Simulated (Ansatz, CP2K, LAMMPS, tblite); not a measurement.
# Liquid Hg22Cd10S32 at 2200 K (64 atoms) in CP2K

How do the settings of CP2K change the result for liquid Hg22Cd10S32 at 2200 K (64 atoms)? A plane-wave run serves as the yardstick.

Calculated with CP2K 2026.2; the method is named at each step.

## Step 1: Set-up

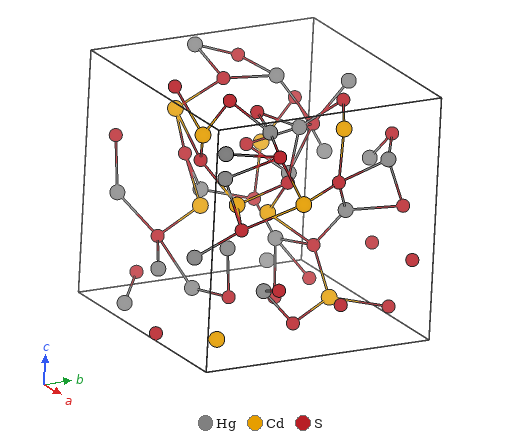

The cell as given, slightly off an axis (mercury grey, cadmium orange, sulfur red). Bonds to atoms that aren't drawn are left out.

The cell holds 64 atoms: 22 Hg, 10 Cd and 32 S. Its edges and angles: a = 11.962 Å, b = 11.962 Å, c = 11.962 Å, α = 90.0°, β = 90.0°, γ = 90.0°. 64 atoms (22 Hg, 10 Cd, 32 S) placed at random at 6.37 g/cm³, melted at 2500 K for 10 ps at fixed volume with the Stillinger-Weber II-VI potential (Zhou et al., Phys. Rev. B 88, 085309 (2013)). Snapshot at the end of a hold of 5 ps at 2200 K and fixed volume.

The yardstick, on the same geometry:

- method: Kohn-Sham DFT, PBE, PAW, plane waves (Ansatz 0.2.0); cutoff 420 eV, Γ point, fermi-dirac smearing of 0.05 eV; PAW set soft_2
- r.m.s. force component: 0.6585 eV/Å
- longest force: 2.536 eV/Å
- pressure: -1.289 GPa
- SCF cycles: 13
- time: 35 s on 4 threads of Arm Neoverse V1, shared host
- CPU time: 2.2 min

## Step 2: PBE, DZVP-UZH, 800/60 Ry, diagonalisation

Method: Kohn-Sham DFT, PBE, GTH-PBE pseudopotentials, Gaussian and plane waves, DZVP-MOLOPT (UZH set), diagonalisation.

input.inp reads:

```
&GLOBAL
  PROJECT cell
  RUN_TYPE ENERGY_FORCE
  PRINT_LEVEL LOW
&END GLOBAL
&FORCE_EVAL
  METHOD QS
  STRESS_TENSOR ANALYTICAL
  &DFT
    BASIS_SET_FILE_NAME BASIS_MOLOPT_UZH
    POTENTIAL_FILE_NAME POTENTIAL_UZH
    &MGRID
      CUTOFF 800
      REL_CUTOFF 60
      NGRIDS 5
    &END MGRID
    &QS
      EPS_DEFAULT 1.0E-12
    &END QS
    &SCF
      SCF_GUESS ATOMIC
      EPS_SCF 1.0E-06
      MAX_SCF 200
      ADDED_MOS 14
      &DIAGONALIZATION
        ALGORITHM STANDARD
      &END DIAGONALIZATION
      &SMEAR ON
        METHOD FERMI_DIRAC
        ELECTRONIC_TEMPERATURE [K] 580
      &END SMEAR
      &MIXING
        METHOD BROYDEN_MIXING
        ALPHA 0.3
        NBROYDEN 8
      &END MIXING
      &PRINT
        &RESTART OFF
        &END RESTART
      &END PRINT
    &END SCF
    &XC
      &XC_FUNCTIONAL PBE
      &END XC_FUNCTIONAL
    &END XC
    &PRINT
      &MULLIKEN ON
      &END MULLIKEN
      &HIRSHFELD ON
        SHAPE_FUNCTION DENSITY
      &END HIRSHFELD
      &MO ON
        EIGENVALUES T
        OCCUPATION_NUMBERS T
        MO_INDEX_RANGE 277 300
        &EACH
          QS_SCF 0
        &END EACH
        ADD_LAST NUMERIC
      &END MO
    &END PRINT
  &END DFT
  &SUBSYS
    &CELL
      A 11.96210 0.00000 0.00000
      B 0.00000 11.96210 0.00000
      C 0.00000 0.00000 11.96210
    &END CELL
    &COORD
      Hg 8.70554 4.73675 10.13010
      Hg 0.62897 9.73081 0.48327
      Hg 4.24009 8.51630 6.15019
      Hg 6.25115 11.65288 7.15549
      Hg 5.76836 8.04990 8.98844
      Hg 0.10790 5.54946 11.53422
      Hg 6.39877 4.12728 3.73301
      Hg 9.78165 1.78953 8.59788
      Hg 4.84764 11.13731 10.55835
      Hg 2.44673 1.06690 0.13278
      Hg 11.65013 0.64990 10.59005
      Hg 0.55085 1.49610 4.91487
      Hg 3.55884 4.00575 0.85110
      Hg 2.47400 11.43457 6.25953
      Hg 8.41354 1.16523 4.33315
      Hg 4.98664 1.28042 2.63908
      Hg 0.84117 5.81609 4.58543
      Hg 8.26079 9.29814 5.55089
      Hg 9.11237 4.58340 2.45498
      Hg 3.26027 8.16593 10.69412
      Hg 3.71507 8.28722 2.79315
      Hg 10.04123 10.40763 8.49560
      Cd 7.24700 4.01771 6.16682
      Cd 10.99736 5.38617 7.25154
      Cd 3.41075 4.31760 4.83616
      Cd 8.31904 8.61128 1.35543
      Cd 2.33225 3.34281 9.40066
      Cd 6.81672 2.23380 9.72172
      Cd 9.79074 8.07454 10.22281
      Cd 10.09087 1.59897 0.79548
      Cd 5.56692 6.69279 4.88185
      Cd 0.60636 9.09849 6.41037
      S 7.32738 6.64650 6.94460
      S 11.62884 11.03085 3.96448
      S 6.64901 8.61534 3.38145
      S 4.88855 1.72493 11.54702
      S 9.85282 7.90420 7.62141
      S 11.49354 7.36770 2.18404
      S 7.53074 9.29563 10.75728
      S 10.37868 10.62139 1.30901
      S 4.03195 6.26048 7.81448
      S 11.26112 3.81998 9.86849
      S 11.65886 3.88984 3.41255
      S 0.43554 2.82258 0.77263
      S 5.98045 5.59922 10.13214
      S 7.78685 11.87597 8.83461
      S 4.97851 3.27008 7.74331
      S 7.14951 0.04115 0.33279
      S 0.40013 7.73637 10.82594
      S 0.94513 10.59495 8.52647
      S 5.41022 7.38600 0.55540
      S 4.08302 9.78416 8.36797
      S 7.00847 11.56101 3.22917
      S 2.88143 5.52338 10.79173
      S 8.11748 2.81109 11.76676
      S 4.00994 10.05283 0.68148
[... 4 atom lines left out ...]
      S 1.92506 4.22382 6.93515
      S 0.21735 1.44981 7.63577
      S 9.57327 11.60970 5.88894
      S 2.69721 2.51838 3.33503
    &END COORD
    &KIND Hg
      BASIS_SET DZVP-MOLOPT-PBE-GTH-q12
      POTENTIAL GTH-PBE-q12
    &END KIND
    &KIND Cd
      BASIS_SET DZVP-MOLOPT-PBE-GTH-q12
      POTENTIAL GTH-PBE-q12
    &END KIND
    &KIND S
      BASIS_SET DZVP-MOLOPT-PBE-GTH-q6
      POTENTIAL GTH-PBE-q6
    &END KIND
  &END SUBSYS
  &PRINT
    &FORCES ON
    &END FORCES
    &STRESS_TENSOR ON
    &END STRESS_TENSOR
  &END PRINT
&END FORCE_EVAL
```

On the command line:

```bash
OMP_NUM_THREADS=2 cp2k.psmp -i input.inp > output.txt
```

Numbers of over 12 decimals in the logs are rounded to 6 here.

The program printed:

```text
CP2K| version string:                                       CP2K version 2026.2
 CP2K| Input file name                                                 input.inp
 GLOBAL| Basis set file name                                    BASIS_MOLOPT_UZH
 GLOBAL| Potential file name                                       POTENTIAL_UZH
 GLOBAL| Run type                                                   ENERGY_FORCE
 GLOBAL| Total number of message passing processes                             1
 GLOBAL| Number of threads for this process                                    2
 TOTAL NUMBERS AND MAXIMUM NUMBERS
  Total number of            - Atomic kinds:                                   3
                             - Atoms:                                         64
                             - Shell sets:                                    64
                             - Shells:                                       384
                             - Primitive Cartesian functions:                310
                             - Cartesian basis functions:                   1408
                             - Spherical basis functions:                   1216
  Maximum angular momentum of- Orbital basis functions:                        3
                             - Local part of the GTH pseudopotential:          0
                             - Non-local part of the GTH pseudopotential:      4
 SCF PARAMETERS         Density guess:                                    ATOMIC
                        max_scf:                                             200
                        eps_scf:                                        1.00E-06
                        added MOs                                        14    0
                        Mixing method:                            BROYDEN_MIXING
                                                charge density mixing in g-space
                        Smear method:                                FERMI_DIRAC
                        Electronic temperature [K]:                        580.0
                        Electronic temperature [a.u.]:                  1.84E-03
                        Accuracy threshold:                             1.00E-10
 Extrapolation method: initial_guess
 Number of electrons:                                                        576
 Number of occupied orbitals:                                                288
 Number of molecular orbitals:                                               302
 Number of orbital functions:                                               1216
 Number of independent orbital functions:                                   1216
 SCF WAVEFUNCTION OPTIMIZATION
  Step     Update method      Time    Convergence         Total energy    Change
     1 NoMix/Diag. 0.30E+00    9.6     1.57174182     -1693.4460664194 -1.69E+03
 *** the last MO => Add more MOs for proper smearing.                   ***
     2 Broy./Diag. 0.30E+00   12.1     1.16710086     -1691.6869263173  1.76E+00
 *** the last MO => Add more MOs for proper smearing.                   ***
     3 Broy./Diag. 0.30E+00   12.3     1.26654652     -1692.8270872473 -1.14E+00
 *** the last MO => Add more MOs for proper smearing.                   ***
     4 Broy./Diag. 0.30E+00   12.2     0.64118938     -1692.2208724503  6.06E-01
[...]
*** the last MO => Add more MOs for proper smearing.                   ***
    30 Broy./Diag. 0.30E+00   13.5     0.00000146     -1691.0434494302 -1.70E-06
 *** the last MO => Add more MOs for proper smearing.                   ***
    31 Broy./Diag. 0.30E+00   13.0     0.00000080     -1691.0434505206 -1.09E-06
  *** SCF run converged in    31 steps ***
  Electronic density on regular grids:       -576.0000000000        0.0000000000
  Core density on regular grids:              575.9999999992       -0.0000000008
  Total charge density on r-space grids:       -0.0000000008
  Total charge density g-space grids:          -0.0000000008
  Overlap energy of the core charge distribution:               8.62242e-08
  Self energy of the core charge distribution:              -3079.901596
  Core Hamiltonian energy:                                    893.379045
  Hartree energy:                                             762.898656
  Exchange-correlation energy:                               -267.404992
  Electronic entropic energy:                                  -0.014563
  Fermi energy:                                                 0.140083
  Total energy:                                             -1691.043451
  Total energy (extrapolated to T->0):                      -1691.036169
 MO| EIGENVALUES AND OCCUPATION NUMBERS
 MO|
 MO|  Index      Eigenvalue [a.u.]        Eigenvalue [eV]             Occupation
 MO|    277               0.117791               3.205270               1.999989
 MO|    278               0.119718               3.257696               1.999969
 MO|    279               0.122651               3.337497               1.999849
[...]
MO|    299               0.165256               4.496839               0.000002
 MO|    300               0.167811               4.566370               0.000001
 MO| Sum:                                                             576.000000
 MO| E(Fermi):            0.140083 a.u.          3.811862 eV
 !-----------------------------------------------------------------------------!
                     Mulliken Population Analysis
 #  Atom  Element  Kind  Atomic population                           Net charge
       1     Hg       1         11.803057                              0.196943
       2     Hg       1         11.717991                              0.282009
       3     Hg       1         11.879500                              0.120500
[...]
63     S        3          6.238496                             -0.238496
      64     S        3          6.364508                             -0.364508
 # Total charge                            576.000000                 -0.000000
 !-----------------------------------------------------------------------------!
 !-----------------------------------------------------------------------------!
                           Hirshfeld Charges
  #Atom  Element  Kind  Ref Charge     Population                    Net charge
      1       Hg     1      12.000         11.811                         0.189
      2       Hg     1      12.000         11.753                         0.247
      3       Hg     1      12.000         11.877                         0.123
[...]
63       S      3       6.000          6.187                        -0.187
     64       S      3       6.000          6.239                        -0.239
  Total Charge                                                            0.000
 !-----------------------------------------------------------------------------!
 ENERGY| Total FORCE_EVAL ( QS ) energy [hartree]          -1691.043449
 FORCES| Atomic forces [hartree/bohr]
 FORCES|   Atom     x               y               z               |f|
 FORCES|      1 -8.86272267E-03  1.14640435E-02  7.92885958E-04   1.45120920E-02
 FORCES|      2 -7.16534767E-03 -3.64594130E-03  5.43525300E-03   9.70448712E-03
 FORCES|      3 -1.93243718E-02  1.22812893E-02 -3.06838706E-03   2.31014374E-02
[...]
FORCES|     63  2.10152232E-02 -3.69834506E-02  4.32379502E-03   4.27564080E-02
 FORCES|     64  1.73212921E-02 -9.01105306E-03 -1.82280913E-02   2.67112252E-02
 FORCES| Sum     3.80860938E-07  2.50405624E-08  7.30320344E-07
 FORCES| Total atomic force                                       8.24044834E-07
 STRESS| Analytical stress tensor [bar]
 STRESS|                        x                   y                   z
 STRESS|      x       -1.74080684228E+04   2.36414131375E+02   2.26664354384E+03
 STRESS|      y        2.36414131375E+02  -3.40949906268E+03  -5.17422942288E+02
 STRESS|      z        2.26664354384E+03  -5.17422942288E+02  -1.63867679535E+03
 STRESS| 1/3 Trace                                            -7.48541476027E+03
```

Elapsed: 7.4 min, on 2 threads of Arm Neoverse V1, shared host; peak memory 6.8 GiB.

Banners, paths, timers and routine set-up lines are dropped from the logs unmarked, and long logs keep their key lines alone; longer cuts are marked.

Numbers from this run, and their distance from the reference:

```yaml
r_m_s_force_component: 0.6972 eV/Å
r_m_s_difference_of_force_components: 58.11 meV/Å
longest_difference_of_force_vectors: 297.9 meV/Å
force_difference_over_r_m_s_force: 8.825 %
slope_of_forces_against_the_reference_s: 1.056
correlation_of_force_components: 0.998
pressure: -0.7485 GPa
pressure_difference: 0.5405 GPa
```

Length of the force difference by element (eV/Å):

```tsv
element	atoms	mean	most
Cd	10	0.060	0.15
Hg	22	0.088	0.30
S	32	0.075	0.25
```

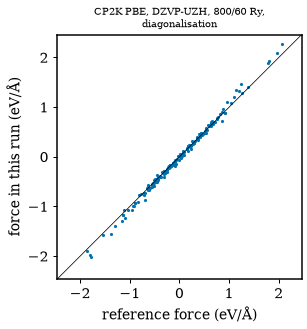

Force components against those of the reference; the line marks equality.

Local excerpt of 13 atoms (numbers count through the whole input) about Hg4, which bears the longest force; x, y, z are measured from there.

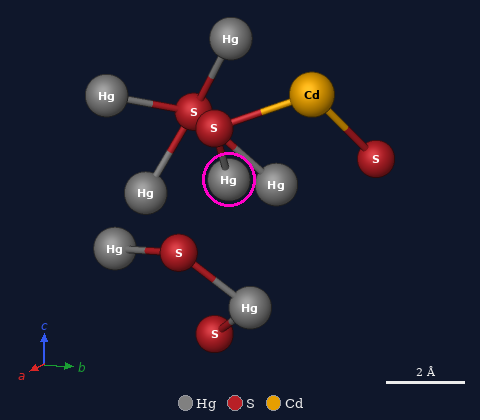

The atoms of the table, within 4.1 Å (arrows a, b, c point along x, y, z); some may hide others; the central atom is ringed.

```tsv
atom	x	y	z	distance (Å)	Hirshfeld charge (e)	Fx	Fy	Fz (eV/Å)
Hg4	0.00	0.00	0.00	0.00	0.17	-1.99	-0.21	-2.01
S46	1.54	0.22	1.68	2.29	-0.19	1.93	0.67	1.46
S52	-2.17	-1.87	1.21	3.11	-0.21	0.16	0.96	1.41
Hg18	2.01	-2.35	-1.60	3.49	0.24	-0.18	-0.01	-0.51
S63	3.32	-0.04	-1.27	3.56	-0.19	1.08	-1.90	0.22
Cd28	0.57	2.54	2.57	3.66	0.27	-1.06	0.23	-0.90
Hg9	-1.40	-0.52	3.40	3.72	0.24	0.44	0.46	-0.31
S47	-1.27	3.58	0.59	3.84	-0.32	1.28	-0.55	0.44
Hg15	2.16	1.47	-2.82	3.85	0.21	0.05	1.33	-0.12
Hg3	-2.01	-3.14	-1.01	3.86	0.12	-0.99	0.63	-0.16
Hg14	-3.78	-0.22	-0.90	3.89	0.07	0.38	0.29	-0.32
S53	0.76	-0.09	-3.93	4.00	-0.15	-1.40	0.72	-0.78
Hg5	-0.48	-3.60	1.83	4.07	0.23	1.21	-1.16	0.55
```

Forces lie 8.8 % from the reference's, at 6.0 times its CPU time (on 2 against 4 cores).

## Step 3: PBE, SZV-MOLOPT-SR, 800/60 Ry, diagonalisation

Method: Kohn-Sham DFT, PBE, GTH-PBE pseudopotentials, Gaussian and plane waves, SZV-MOLOPT-SR-GTH, diagonalisation.

input.inp, as its differences from that of step 2:

```diff
@@ -9,4 +9,4 @@
   &DFT
-    BASIS_SET_FILE_NAME BASIS_MOLOPT_UZH
-    POTENTIAL_FILE_NAME POTENTIAL_UZH
+    BASIS_SET_FILE_NAME BASIS_MOLOPT
+    POTENTIAL_FILE_NAME GTH_POTENTIALS
     &MGRID
@@ -68,7 +68,8 @@
     &END CELL
-    &COORD
-[... 64 atom lines left out: the same atoms as in the first run ...]
-    &END COORD
+    &TOPOLOGY
+      COORD_FILE_NAME structure.xyz
+      COORD_FILE_FORMAT XYZ
+    &END TOPOLOGY
     &KIND Hg
-      BASIS_SET DZVP-MOLOPT-PBE-GTH-q12
+      BASIS_SET SZV-MOLOPT-SR-GTH-q12
       POTENTIAL GTH-PBE-q12
@@ -76,3 +77,3 @@
     &KIND Cd
-      BASIS_SET DZVP-MOLOPT-PBE-GTH-q12
+      BASIS_SET SZV-MOLOPT-SR-GTH-q12
       POTENTIAL GTH-PBE-q12
@@ -80,3 +81,3 @@
     &KIND S
-      BASIS_SET DZVP-MOLOPT-PBE-GTH-q6
+      BASIS_SET SZV-MOLOPT-SR-GTH-q6
       POTENTIAL GTH-PBE-q6
```

structure.xyz reads:

```xyz
64

Hg 8.70554 4.73675 10.13010
Hg 0.62897 9.73081 0.48327
Hg 4.24009 8.51630 6.15019
Hg 6.25115 11.65288 7.15549
Hg 5.76836 8.04990 8.98844
Hg 0.10790 5.54946 11.53422
Hg 6.39877 4.12728 3.73301
Hg 9.78165 1.78953 8.59788
Hg 4.84764 11.13731 10.55835
Hg 2.44673 1.06690 0.13278
Hg 11.65013 0.64990 10.59005
Hg 0.55085 1.49610 4.91487
Hg 3.55884 4.00575 0.85110
Hg 2.47400 11.43457 6.25953
Hg 8.41354 1.16523 4.33315
Hg 4.98664 1.28042 2.63908
Hg 0.84117 5.81609 4.58543
Hg 8.26079 9.29814 5.55089
Hg 9.11237 4.58340 2.45498
Hg 3.26027 8.16593 10.69412
[... 40 atom lines left out ...]
S 1.92506 4.22382 6.93515
S 0.21735 1.44981 7.63577
S 9.57327 11.60970 5.88894
S 2.69721 2.51838 3.33503
```

On the command line:

```bash
OMP_NUM_THREADS=1 cp2k.psmp -i input.inp > output.txt
```

The program printed:

```text
CP2K| version string:                                       CP2K version 2026.2
 CP2K| Input file name                                                 input.inp
 GLOBAL| Basis set file name                                        BASIS_MOLOPT
 GLOBAL| Potential file name                                      GTH_POTENTIALS
 GLOBAL| Run type                                                   ENERGY_FORCE
 GLOBAL| Total number of message passing processes                             1
 GLOBAL| Number of threads for this process                                    1
 TOTAL NUMBERS AND MAXIMUM NUMBERS
  Total number of            - Atomic kinds:                                   3
                             - Atoms:                                         64
[... lines left out ...]
                        Smear method:                                FERMI_DIRAC
[... lines left out ...]
 Number of electrons:                                                        576
[... lines left out ...]
  Step     Update method      Time    Convergence         Total energy    Change
[... lines left out ...]
  *** SCF run converged in    37 steps ***
[... lines left out ...]
  Fermi energy:                                                 0.183786
  Total energy:                                             -1687.987361
  Total energy (extrapolated to T->0):                      -1687.980706
[... lines left out ...]
 MO| E(Fermi):            0.183786 a.u.          5.001066 eV
[... lines left out ...]
 !-----------------------------------------------------------------------------!
 !-----------------------------------------------------------------------------!
                           Hirshfeld Charges
  #Atom  Element  Kind  Ref Charge     Population                    Net charge
      1       Hg     1      12.000         11.917                         0.083
      2       Hg     1      12.000         11.879                         0.121
      3       Hg     1      12.000         11.953                         0.047
[...]
63       S      3       6.000          6.102                        -0.102
     64       S      3       6.000          6.136                        -0.136
  Total Charge                                                            0.000
 !-----------------------------------------------------------------------------!
 ENERGY| Total FORCE_EVAL ( QS ) energy [hartree]          -1687.987357
 FORCES| Atomic forces [hartree/bohr]
 FORCES|   Atom     x               y               z               |f|
 FORCES|      1 -1.51125830E-02  2.18848036E-02  9.78166550E-03   2.83375330E-02
 FORCES|      2 -6.22699017E-03 -8.76680052E-03  1.63902281E-02   1.96028512E-02
 FORCES|      3 -2.93852131E-02  1.57849531E-02 -8.53229426E-04   3.33674016E-02
[...]
FORCES|     63  2.63291594E-02 -5.25214227E-02  8.44696251E-04   5.87574505E-02
 FORCES|     64  2.23602860E-02 -1.37601791E-02 -2.02604550E-02   3.31633978E-02
 FORCES| Sum     2.08205786E-06  3.75183555E-06  3.36076070E-06
 FORCES| Total atomic force                                       5.45031627E-06
 STRESS| Analytical stress tensor [bar]
 STRESS|                        x                   y                   z
 STRESS|      x       -2.06216388216E+04   8.29082820379E+02   4.66648106317E+03
 STRESS|      y        8.29082820379E+02  -1.09560775528E+03   1.88662350840E+03
 STRESS|      z        4.66648106317E+03   1.88662350840E+03  -2.68235128682E+03
 STRESS| 1/3 Trace                                            -8.13319928789E+03
```

Wall time 9.1 min (1 thread); peak memory 6.4 GiB.

Numbers from this run, and their distance from the reference:

- r.m.s. force component: 0.996 eV/Å
- r.m.s. difference of force components: 404.7 meV/Å
- longest difference of force vectors: 1509 meV/Å
- force difference over r.m.s. force: 61.45 %
- slope of forces against the reference's: 1.455
- correlation of force components: 0.962
- pressure: -0.8133 GPa
- pressure difference: 0.4757 GPa

This is a coarse setting, run to see what it loses.

Against the first run (8.8 %), the force difference from the reference is 61 %, at 0.70 times the CPU time (on 1 against 2 cores), with 416 basis functions against 1216; this set comes with other potentials too, so the change isn't the basis's alone.

(Continued in part 2 of 2.)

[Also dropped from logs without a mark: logging warnings of Python, and SIESTA's first energy breakdown and zero terms.]

[Logs are printed without paths, hosts, clocks, repeated set-up lines and the standing remarks that a program may print on its own settings, such as how far it seeks lower states.]

[Hosts, paths, dates, database ids (printed as entryN), source tags and the programs' standing remarks are cut or masked in the printed files.]
